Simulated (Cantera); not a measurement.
A closed system holds: 1 mol Fe₂O₃, 4.3 mol O₂, 1.4 mol SO₂, held at 13.3 mbar.

Cantera equilibrium calculation (NASA polynomials, part measured and part estimated; ideal gas, pure solids and liquids). Candidate condensed phases: Fe, FeO, FeS, FeSO₄, FeS₂, Fe₂O₃, Fe₂(SO₄)₃, Fe₃O₄, S; 12 gas species. Kinetics and transport are ignored.

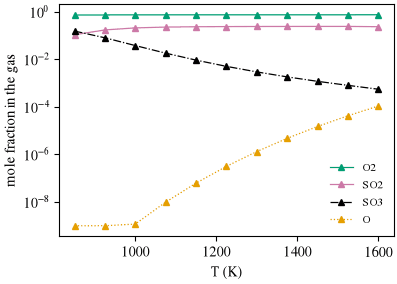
Figure. Equilibrium gas composition (values under 1e-9 drawn at 1e-9)

Task: Read off the mole fractions at 1075 K.

Result: O₂ about 0.75, SO₂ about 0.23, SO₃ about 0.018.
